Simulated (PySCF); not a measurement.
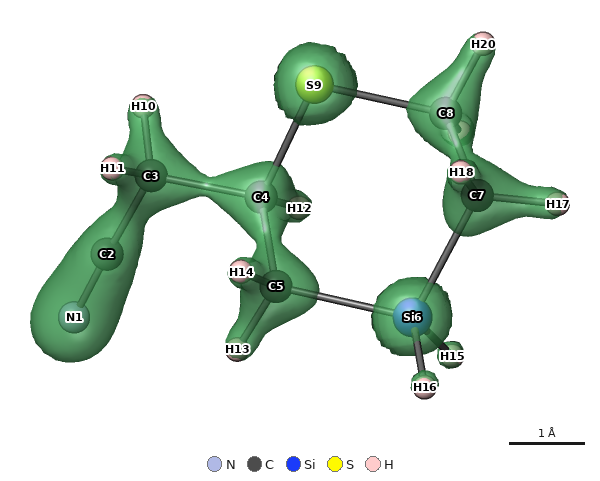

C$_{6}$H$_{11}$NSSi. Isosurface of the electron density at 1.5 e/Å³ (green), seen at a tilt.

Geometry: GFN2-xTB.

The calculation used PBE0/pcSseg-1, SCF density, gas phase, non-relativistic in PySCF 2.14.0.

```xyz
20

N     3.9384    0.9317   -1.0409
C     3.2347    0.1556   -0.5830
C     2.3204   -0.8059   -0.0256
C     0.8688   -0.3651   -0.2557
C     0.5235    0.8982    0.5174
Si   -1.2498    1.4983    0.1582
C    -2.3727   -0.0372    0.2857
C    -1.7881   -1.2262   -0.4587
S    -0.2028   -1.7732    0.2468
H     2.4973   -1.7757   -0.5001
H     2.5118   -0.9063    1.0469
H     0.7004   -0.2196   -1.3279
H     1.2462    1.6737    0.2524
H     0.6507    0.7000    1.5839
H    -1.3035    2.0062   -1.2181
H    -1.6491    2.5054    1.1392
H    -3.3635    0.1734   -0.1206
H    -2.5157   -0.3194    1.3301
H    -1.6180   -1.0008   -1.5128
H    -2.4343   -2.1025   -0.3881
```

Question: How is the density connected at this value?

Answer: At this value the surface falls into six separate pieces. It bridges the sampled C–N (1.14 Å) and C–C (1.44 Å) contacts, where the density stays above the isovalue. It is pinched off along the sampled C–S (1.82 Å) and C–Si (1.91 Å) contacts. On the grid the lowest density along these lines, outside the cores, is 3.3 e/Å³ (C–N, 1.14 Å), 1.8 e/Å³ (C–C, 1.44 Å), 1.2 e/Å³ (C–S, 1.82 Å) and 0.77 e/Å³ (C–Si, 1.91 Å).
